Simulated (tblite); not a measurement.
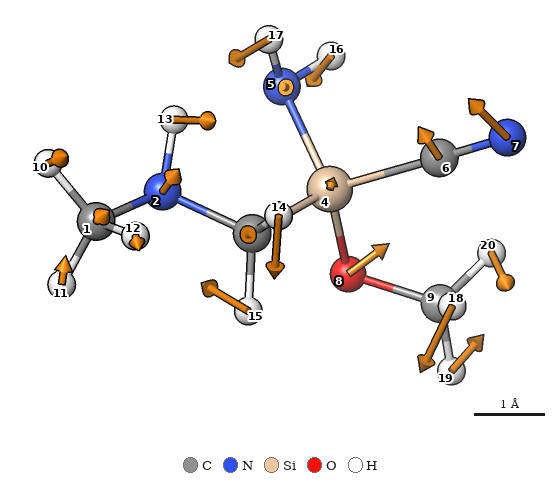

This is a relaxation of C$_{4}$H$_{11}$N$_{3}$OSi. The starting structure is drawn; orange arrows show the displacements, at their true length. The two geometries are superimposed by the best rigid fit.

A ball-and-stick model, seen at a tilt.

Theory: GFN2-xTB geometry optimisation, gas phase in tblite 0.8.0. 

What did the optimiser do to the structure, and how much energy did it gain?

Answer. After 209 geometry steps the energy has fallen by 1.163 eV. The atom that moves furthest after the best rigid fit is an H atom (1.27 Å). By element the largest moves are H 1.27 Å, N 1.02 Å, O 0.76 Å, C 0.65 Å, Si 0.21 Å. Among the contacts that change: N–Si 1.791 → 1.709 Å, O–Si 1.703 → 1.626 Å, H–N 1.057 → 1.004 Å, C–Si 1.839 → 1.886 Å. Among the angles between lasting bonds that change: Si–O–C 105.3° → 130.0°, Si–N–H 107.1° → 118.9°, Si–N–H 109.5° → 120.1°. Groups turn about C–Si by about 60°, O–Si by about 40°, C–O by about 25°.
